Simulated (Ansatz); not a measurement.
## Profile along the B–B line in CaB6 (space group Pm-3m)

CaB₆ (space group Pm-3m)

```cif
data_B6Ca
_chemical_formula_sum 'Ca1 B6'
_space_group_name_H-M_alt 'Pm-3m'
_space_group_IT_number 221
_space_group_name_Hall '-P 4 2 3'
_cell_length_a 4.14779
_cell_length_b 4.14779
_cell_length_c 4.14779
_cell_angle_alpha 90.000
_cell_angle_beta 90.000
_cell_angle_gamma 90.000
loop_
_atom_site_label
_atom_site_type_symbol
_atom_site_symmetry_multiplicity
_atom_site_Wyckoff_symbol
_atom_site_fract_x
_atom_site_fract_y
_atom_site_fract_z
_atom_site_occupancy
Ca1 Ca 1 a 0.00000 0.00000 0.00000 1
B1 B 6 f 0.20178 0.50000 0.50000 1
```

Fields along a shortest B–B line of a {110} plane (1.75 Å), from B to B, interpolated on the slice's grid (step about 0.3 Å). These are PBE (plane waves to 420 eV, PAW, scalar-relativistic; Ansatz, a program for electronic structure) values and carry that method's errors. k mesh 8×8×8. Near the nuclei the fields are pseudised (PAW); where an atom keeps semicore shells as valence, they peak there. CaB6 was relaxed with its symmetry unable to fall.

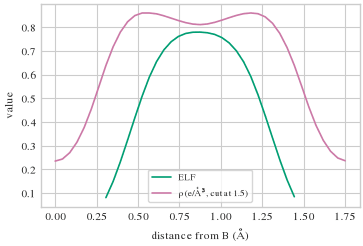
Fig. 1. ELF (away from the nuclei) and valence density from B to B.

Density on the B–B line (1.75 Å) at its midpoint: 0.81 e/Å³. ELF at that point: 0.78. ELF maximum in the middle third of the B–B line: 0.78, 0.9 Å from B.
